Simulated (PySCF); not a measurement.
Consider KN2 (charge +1).

The calculation's input:

```
{"job": {"kind": "sp", "xc": "PBE0", "basis": "def2-TZVP", "d3": "d3bj", "grid": 2}, "charge": 1, "multiplicity": 1}
N     -0.526258     0.037878    -0.037440
N      0.566347    -0.048252     0.014185
K     -3.419259     0.279367    -0.193931
```

Command:

```sh
OMP_NUM_THREADS=1 python redox_run.py task.json out
```

Geometry: PBE0-D3(BJ)/def2-SVP.

All numbers below come from DFT single point, gas phase, functional PBE0 (PySCF).

Q: Predict the electron density and electron localisation function between the atoms.

A: N–N (1.10 Å): ρ at the midpoint is about 4.7 e/Å³; the ELF peaks at about 0.90 between the atoms (a short, multiple covalent bond).
K–N (2.91 Å): the density is about 0.08 e/Å³ at the midpoint; the ELF is about 0 at the midpoint (an ionic contact with no shared pair).

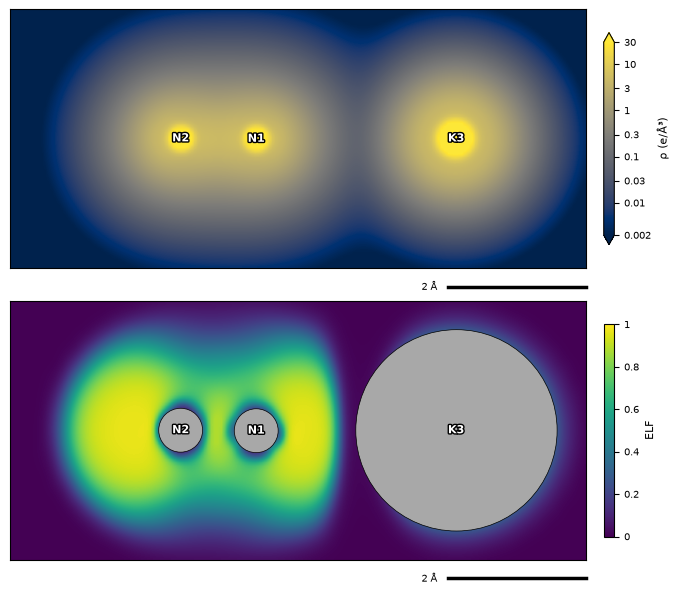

Computed electron density and electron localisation function on a plane that holds the molecular axis, in this order. Grey discs cover the atomic cores in the ELF map. 
